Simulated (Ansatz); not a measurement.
# Mo wire along [110], 11 atoms a period: bands along the axis, part 2 of 2

What gap, if any, does the Mo wire along [110], 11 atoms a period have, and how many channels would it open?

Ansatz 0.2.0; DFT PBE, plane waves, PAW; relaxation of a wire's period; PAW set soft_1 (the session's first sound run).

So far: Set-up; Relaxation of atoms and period.

**2. Relaxation of atoms and period (continued)**

The steps of the relaxation:

| step | energy less that of the first step (eV) | largest force component (eV/Å) | pressure (GPa) | volume (Å³) |
| --- | --- | --- | --- | --- |
| 1 | 0.0000 | 3.6333 | -6.84 | 660.73 |
| 2 | -2.6108 | 1.2488 | -2.36 | 645.81 |
| 3 | -2.8759 | 1.1292 | 0.78 | 634.92 |
| 4 | -2.9795 | 0.5012 | 0.66 | 619.55 |
| 5 | -3.0729 | 0.2041 | 0.00 | 627.42 |
| 6 | -3.0853 | 0.0488 | -0.08 | 627.05 |
| 7 | -3.0871 | 0.0160 | -0.04 | 625.25 |
| 8* | -3.0847 | 0.0161 | -0.04 | 625.25 |

Relaxation steps marked * repeat the geometry before them on a plane-wave basis chosen anew for their cell, so energy and pressure can jump there.

The run keeps the 8 symmetry operations that it works with, so distortions that break them were not tested.

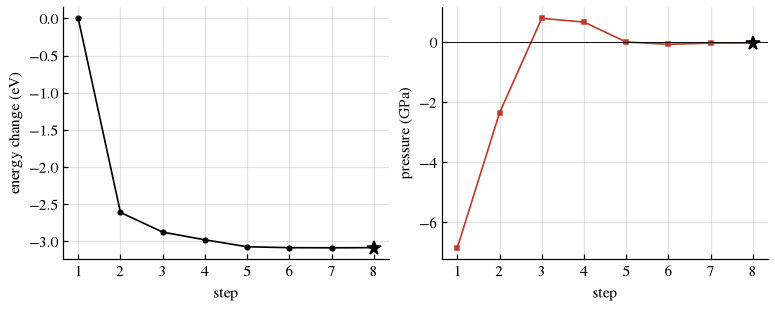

Energy and pressure along the relaxation. Stars mark steps on a basis chosen anew.

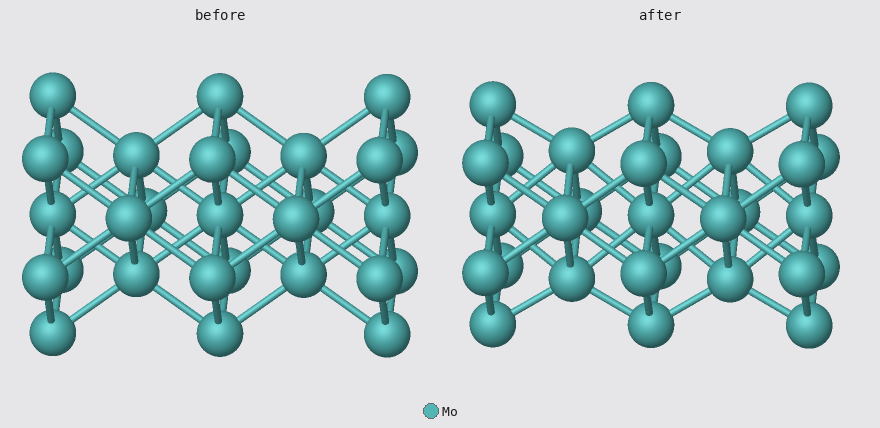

The structure before and after the relaxation, drawn at the same scale.

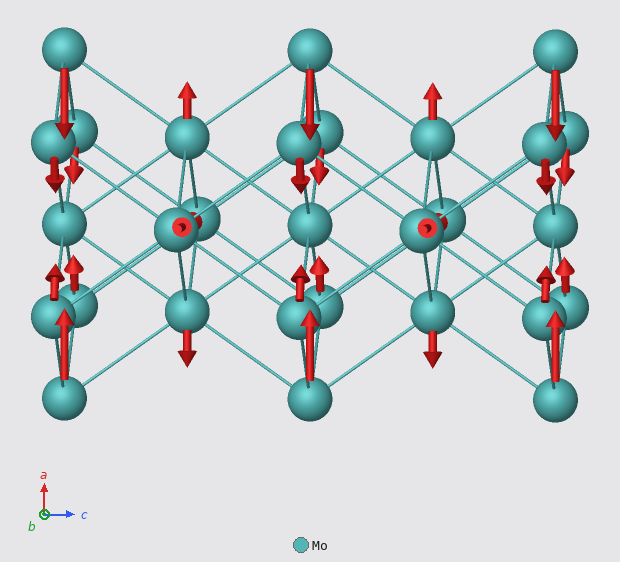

Displacements in the relaxation, exaggerated, measured against the changing cell; the longest in the cell stands for 0.23 Å. 1×1×2 cells are drawn. Some periodic images of atoms are drawn too.

| cell as run | before | after | change |
| --- | --- | --- | --- |
| c (Å) | 4.469 | 4.229 | -5.4 % |

The atoms that moved most (Å, along periodic axes as changes of fractional coordinates times the final cell, across vacuum about the mean position):

| atom | dx | dy | dz | length |
| --- | --- | --- | --- | --- |
| Mo5 | -0.234 | 0.000 | 0.000 | 0.234 |
| Mo1 | 0.234 | 0.000 | 0.000 | 0.234 |
| Mo8 | 0.000 | -0.204 | 0.000 | 0.204 |
| Mo7 | 0.000 | 0.204 | 0.000 | 0.204 |
| Mo4 | -0.116 | -0.056 | 0.000 | 0.129 |
| Mo11 | -0.116 | 0.056 | 0.000 | 0.129 |
| Mo2 | 0.116 | -0.056 | 0.000 | 0.129 |
| Mo10 | 0.116 | 0.056 | 0.000 | 0.129 |

Final coordinates:

```cif
data_structure
_symmetry_space_group_name_H-M 'P 1'
_symmetry_Int_Tables_number 1
_cell_length_a 13.1200
_cell_length_b 11.2690
_cell_length_c 4.2289
_cell_angle_alpha 90.000
_cell_angle_beta 90.000
_cell_angle_gamma 90.000
_cell_volume 625.25
loop_
_atom_site_label
_atom_site_type_symbol
_atom_site_fract_x
_atom_site_fract_y
_atom_site_fract_z
_atom_site_occupancy
Mo1 Mo 0.27695 0.50000 0.00000 1
Mo2 Mo 0.38840 0.69329 0.00000 1
Mo3 Mo 0.50000 0.50000 0.00000 1
Mo4 Mo 0.61160 0.69329 0.00000 1
Mo5 Mo 0.72305 0.50000 0.00000 1
Mo6 Mo 0.37018 0.50000 0.50000 1
Mo7 Mo 0.50000 0.31980 0.50000 1
Mo8 Mo 0.50000 0.68019 0.50000 1
Mo9 Mo 0.62982 0.50000 0.50000 1
Mo10 Mo 0.38840 0.30670 0.00000 1
Mo11 Mo 0.61160 0.30670 0.00000 1
```

This step gave:

```
energy at zero smearing    : -54497.8972 eV
cell length along the wire : 4.229 Å
```

The cell's length comes to 4.229 Å with spin left out.

**3. Bands of the perfect wire**

This step: DFT PBE, plane waves, PAW; bands of a perfect wire; PAW set soft_1 (Ansatz 0.2.0).

At the relaxed period the bands are computed along the axis; those that cross an energy going forward count the channels that a perfect wire would open there.

input.yaml

```yaml
crystal:
  lattice:
    - [13.12, 0.0, 0.0]
    - [0.0, 11.269, 0.0]
    - [0.0, 0.0, 4.228942443]
  atoms:
    - { symbol: Mo, position: [0.276945494, 0.499996222, 0.0] }
    - { symbol: Mo, position: [0.388395705, 0.693290035, 0.0] }
    - { symbol: Mo, position: [0.5, 0.499996222, 0.0] }
    - { symbol: Mo, position: [0.611604295, 0.693290035, 0.0] }
    - { symbol: Mo, position: [0.723054506, 0.499996222, 0.0] }
    - { symbol: Mo, position: [0.370176518, 0.499996222, 0.5] }
    - { symbol: Mo, position: [0.5, 0.319804066, 0.5] }
    - { symbol: Mo, position: [0.5, 0.680188378, 0.5] }
    - { symbol: Mo, position: [0.629823482, 0.499996222, 0.5] }
    - { symbol: Mo, position: [0.388395705, 0.306702409, 0.0] }
    - { symbol: Mo, position: [0.611604295, 0.306702409, 0.0] }
kpoints:
  mp_grid: { grid: [1, 1, 19] }
  band_path: { path: ["Γ", Z], npoints: 90 }
scf:
  occupations: { method: fermi_dirac, width: 0.05 }
hamiltonian:
  xc: pbe
  pseudopotentials: { kind: paw, azcp: { folder: soft_1 } }
output:
  dos: { e_range: [-5, 4] }
  write_potential: true
  write_density: true
  volumetric_format: npy
```

Command:

```
$ ansatz run input.yaml --threads 4 --pin off --max-ram 16384MiB --backend cpu --events-out ev --progress --plain --runs-dir out
```

Numbers of over 12 decimals in the logs are rounded to 6 here.

Output:

```text
[...]
Crystal: 11 atoms, lattice volume = 625.246 Å³
Basis set: ecut = 420 eV, 12157 PW (Γ)
Bands: 93, of which v1, the nominal top of the filled ones, is band 77 counted from 1 (76 counted from 0)
Symmetry: 8 space group operations
[...]
k-points: 10 of 19
[...]
SCF iter   1: F=—  HF=-54510.981084 eV  |F-HF|=—  |Δ(HF+E_count)|=         —  Δρ=5.59e-2  dr2=8.00e1  ethr=3.10e-3  ⟨swp⟩=10.7  Hψ=4633  notcnv=0
[...]
SCF iter  14: F=-54497.948988 eV  HF=-54497.948988 eV  |F-HF|=4.45e-9  |Δ(HF+E_count)|=   6.53e-9  Δρ=1.38e-6  dr2=1.88e-8  ethr=6.49e-11  ⟨swp⟩=2.9  Hψ=1806  notcnv=0
SCF 1 converged in 14 iterations: F = -54497.948988 eV  dr2 = 1.88e-8
[...]
NSCF: frozen V_eff on 91 k-points
WARN: The output density's exchange-correlation potential varies sharply where the density is thin. Do not read a vacuum level from v_tot or v_xc, or from such a field of the output density. On a cell that repeats whose density bears no net charge and no dipole along the vacuum's axis use v_es (v_loc + v_h of the components); under efield.dipole_correction with no amplitude use v_es + v_field, which holds any externa [...]
SCF converged after 14 iterations
Free energy (F): -54497.948988 eV
[...]
Internal energy: -54497.849704 eV  (E = F + TS)
E sigma→0 (E₀):  -54497.899346 eV
Entropy (-TS):   -0.099284 eV (-9.026 meV/atom)
Fermi energy:    3.404893 eV
[...]
--- Band table (eV; the first three rows and the last of 10) ---
  k-point 0: bands = [... 73 lower, 2.5389, 2.6133, 2.8315, 3.1077, 3.3724, 3.4168, 3.4814, 3.8427, ... 12 higher]
  k-point 1: bands = [... 73 lower, 2.5045, 2.7480, 2.8582, 3.1283, 3.3994, 3.4295, 3.4820, 3.8247, ... 12 higher]
  k-point 2: bands = [... 73 lower, 2.4157, 2.9008, 2.9252, 3.1733, 3.4601, 3.4718, 3.4888, 3.7925, ... 12 higher]
  k-point 9: bands = [... 73 lower, 2.8299, 2.9069, 3.0375, 3.3150, 3.5676, 3.6238, 3.7530, 3.8733, ... 12 higher]
```

Wall time 72 s (4 threads of Arm Neoverse V1, shared host); peak memory 2.9 GiB.

Reading the cycles: dr2 is the Hartree energy of the density residual (eV), the measure of convergence; HF is the Harris–Foulkes estimate of the energy, which meets the free energy F at convergence.

This step gave:

```yaml
energy_at_zero_smearing: -54497.8993 eV
band_gap: 0 eV
```

Electronic bands along the path, in eV, zero at the Fermi level:

| point | band 74 | band 75 | band 76 | band 77 | band 78 | band 79 | band 80 | band 81 |
| --- | --- | --- | --- | --- | --- | --- | --- | --- |
| Γ | -0.87 | -0.79 | -0.57 | -0.30 | -0.03 | 0.01 | 0.08 | 0.44 |
| Z | -0.59 | -0.54 | -0.41 | -0.09 | 0.16 | 0.22 | 0.35 | 0.47 |

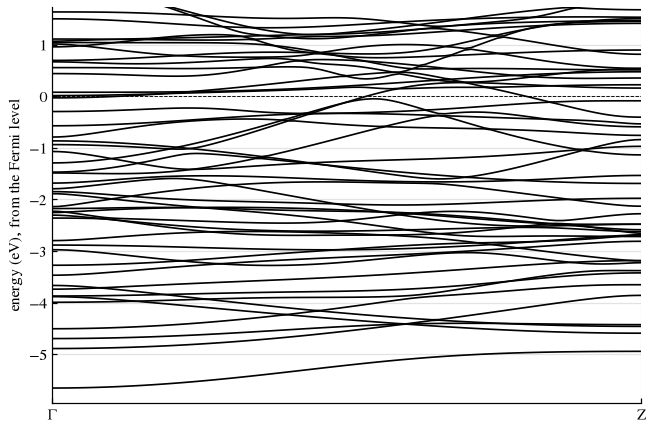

Electronic bands along the path.

Between Γ and Z the bands cross the Fermi level 3 times, so a perfect wire would conduct at least 3 G₀, with spin left out.

**4. Results**

| Item | Value |
| --- | --- |
| cell length, PBE | 4.229 Å |
| ballistic conductance by band crossings, a lower bound, PBE | 3 G₀ |

**Reading.** Under PBE the cell's length is 4.23 Å, and the bands cross the Fermi level 3 times between Γ and Z, which gives a perfect wire at least 3 G₀ (opposite crossings within one step of the path cancel in such a count). No spin was allowed, though thin wires with open d shells can turn magnetic.

[Logs are printed without paths, hosts, clocks, repeated set-up lines and the standing remarks that a program may print on its own settings, such as how far it seeks lower states.]

[Hosts, paths, dates, database ids (printed as entryN), source tags and the programs' standing remarks are cut or masked in the printed files.]
